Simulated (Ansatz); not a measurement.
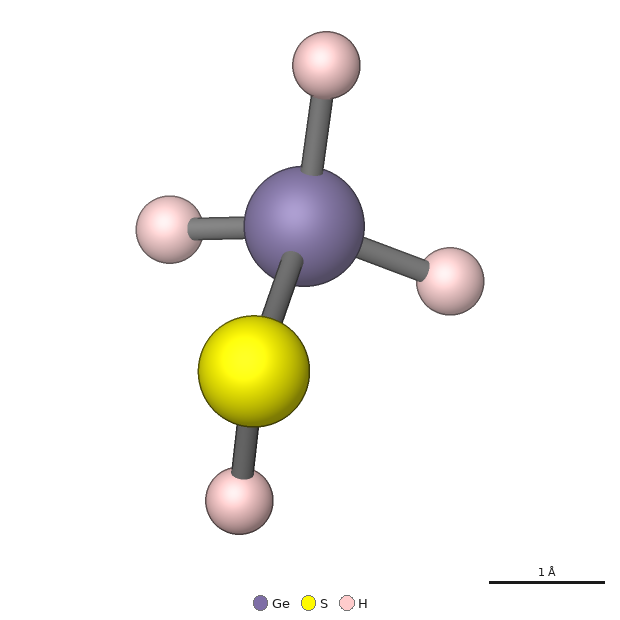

> What is the molecular formula?

GeH₄S, 6 atoms: 1 germanium, 4 hydrogen and 1 sulfur.

> How many sets of symmetry-equivalent atoms are there?

5: 1 Ge, 1 S, 2 H, 1 H, 1 H.

> Give the symmetry (Schoenflies symbol).

Cs.

> How many bonds of each kind are drawn?

3 Ge–H, 1 Ge–S, 1 S–H. Sticks follow a distance rule.

The parts below concern this one geometry. Atoms keep their numbers from picture to picture. The geometry was computed by an optimisation with PBE0-D4/def2-TZVP.

### Dipole moment

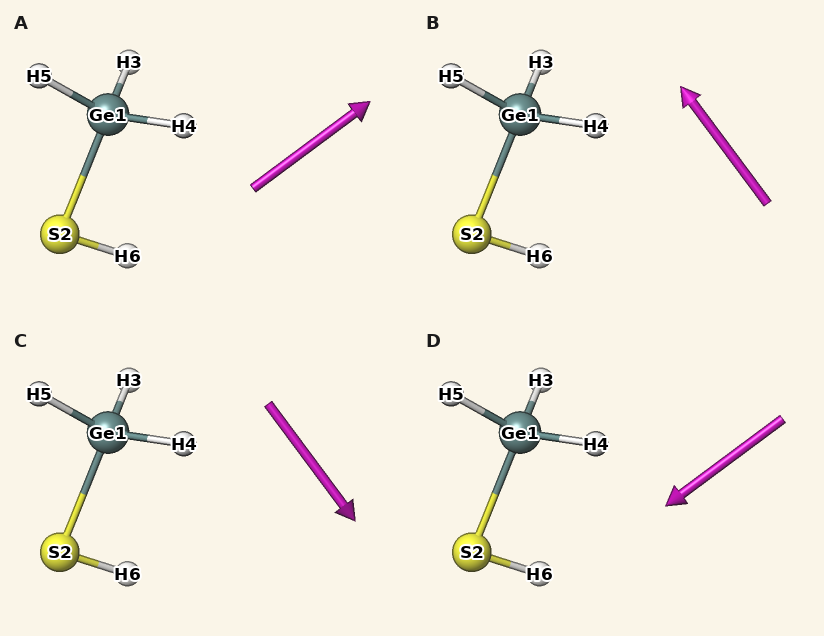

The same molecule four times, each with an arrow. Level of theory: RKS PBE0-D4/def2-TZVP (Ansatz 0.2.0).

> Which arrow points along the dipole moment, from the negative to the positive end?

A. The dipole moment is 1.31 D; it points from the side of S2 to the side of H3, H4 (the outermost atoms at the two ends).

### Electronic properties

Method: CCSD(T)/CBS estimate, frozen core: MP2 correlation extrapolated from def2-TZVPP and def2-QZVPP, CCSD(T) minus MP2 from the smaller set (Ansatz 0.2.0).

> Estimate the T1 diagnostic.

0.011.

### Vibrations

Harmonic vibrations computed with RKS PBE0-D4/def2-TZVP (Ansatz 0.2.0) at a stationary point of the same level.

> List the wavenumbers.

12 modes: 158, 409, 507, 569, 783, 836, 869, 885, 2156, 2158, 2183, 2715 cm⁻¹.

### Charges

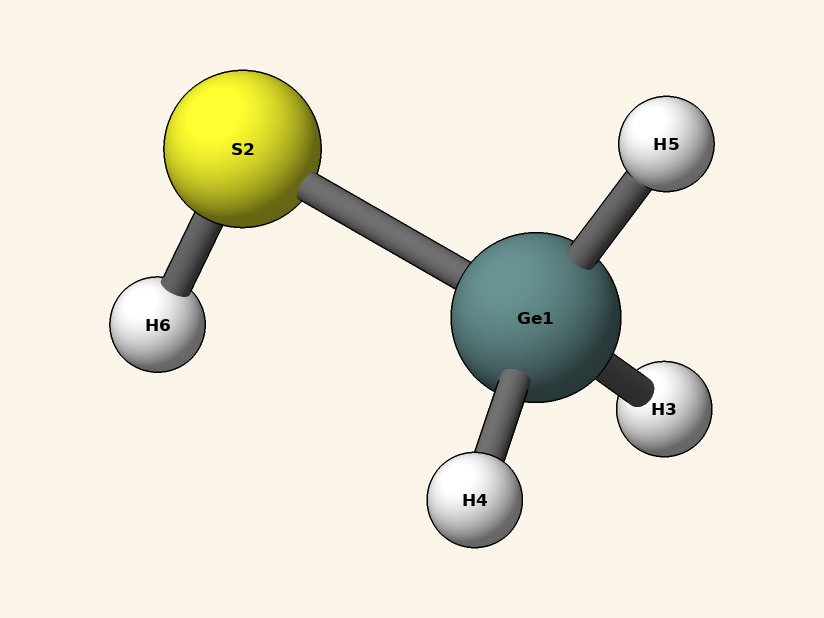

The questions are on Mulliken charges. Level of theory: RKS PBE0-D4/def2-TZVP (Ansatz 0.2.0).

> Which atom carries the highest charge (most positive or least negative)?

H6 (0.17 e).

> And the lowest?

S2 (−0.38 e).

List the Mulliken charges.

| atom | value (e) |
| --- | --- |
| Ge1 | 0.14 |
| S2 | −0.38 |
| H3 | 0.02 |
| H4 | 0.02 |
| H5 | 0.03 |
| H6 | 0.17 |

Mulliken values depend strongly on the basis set and can even reverse the polarity of a bond.
